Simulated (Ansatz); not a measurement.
Start from SiSe₂ (space group Ibam, No. 72; a = 6.301 Å, b = 9.302 Å, c = 5.856 Å; made of chains).

Modification: cell and atoms relaxed at a pressure of 9 GPa.

Method: Ansatz (an electronic-structure program), PBEsol, PAW, cutoff 420 eV, no spin-orbit coupling.

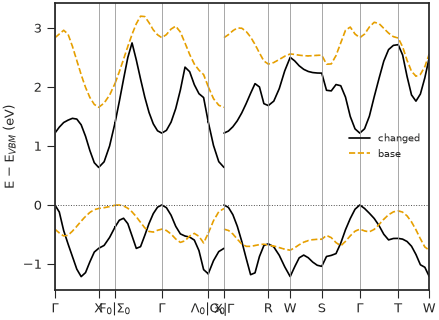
Figure: Highest valence and lowest conduction band along the path, each from its own valence-band maximum

Task: Read the changed gap and its character from the plot.

Result: About 0.64 eV, indirect, Γ → X.

Load acts through the strain it causes; cell and atoms are relaxed under it. No phonon test of stability was made. Competing high-pressure phases were not computed. No dispersion term is included in the PBEsol runs.
